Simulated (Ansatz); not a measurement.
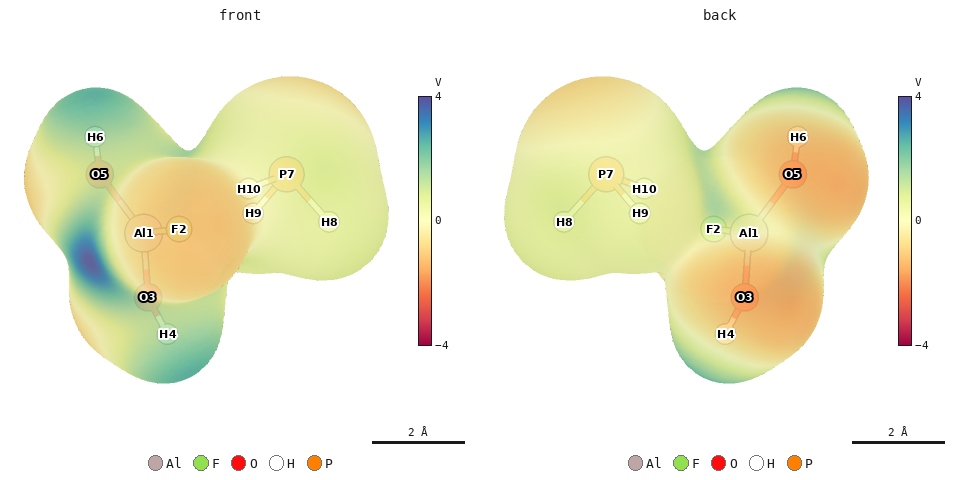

*AlFH2O2···PH3. The molecular electrostatic potential painted on the density surface at 0.002 e/bohr³, seen from the front and from behind; red is negative and blue positive.*

Method: RKS PBE0/def2-SVP (Ansatz 0.2.0).

Input file:

```
crystal:
  periodic: [false, false, false]
  atoms:
    - { symbol: Al, position_ang: [0.0, 0.0, 0.0] }
    - { symbol: F, position_ang: [0.0, 0.0, 2.04] }
    - { symbol: O, position_ang: [1.5415, 0.0, -0.89] }
    - { symbol: H, position_ang: [1.8414, -0.9519, -1.0449] }
    - { symbol: O, position_ang: [-1.5415, 0.0, -0.89] }
    - { symbol: H, position_ang: [-2.0512, -0.8467, -0.6815] }
    - { symbol: P, position_ang: [0.1156, 2.4456, 0.8135] }
    - { symbol: H, position_ang: [0.6761, 2.4854, 2.1176] }
    - { symbol: H, position_ang: [0.927, 3.2022, -0.0729] }
    - { symbol: H, position_ang: [0.0566, 1.1978, 1.9406] }
basis:
  gaussian: { orbitals: def2-SVP }
hamiltonian:
  xc: pbe0
relax:
  f_tol: 0.15
  max_steps: 25
  restrain:
    - { distance: [0, 6], at: 3.48, k: 30.0 }
    - { distance: [9, 1], at: 2.12, k: 30.0 }
    - { distance: [0, 1], at: 1.69, k: 30.0 }
    - { distance: [9, 6], at: 1.42, k: 30.0 }
output:
  orbitals: {}
```

Launched as:

```sh
ansatz run input.yaml --threads 2 --pin off --max-ram 3072MiB --backend cpu --events-out ev --progress --plain --runs-dir out
```

The fields are those of the run's last geometry, not of the input's.

Question: Which sites attract a positive test charge, and which a negative one?

Answer: A positive charge is drawn to the negative regions and a negative charge to the positive ones. The most negative region (about −1.6 V) lies over O3 and O5, the most positive (about +3.5 V) over Al1.
